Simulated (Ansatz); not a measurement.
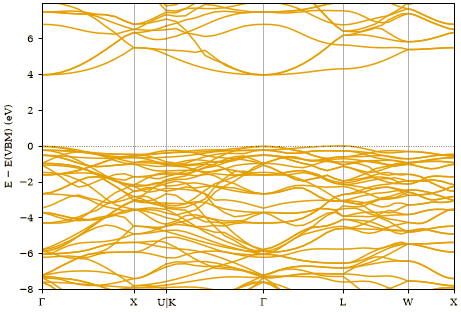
*Band structure from r²SCAN (plane waves, PAW; program Ansatz)*

**Question.** Read off the gap and where the band edges lie.

**Answer.** About 4.0 eV (3.96 eV by a search for the band edges); maximum at L, minimum at Γ.

The material is C in space group Fd-3m (No. 227; C on 8b, C on 32e, C on 96g).

The start of the workflow was typed in or built on a structure type. Its sites differ from those of the usual phase in this space group: another stacking or structure type. The cell was relaxed with r²SCAN under the symmetry of its start; its stability against distortions is not shown here.

Potentials: the later of the program's two PAW sets.
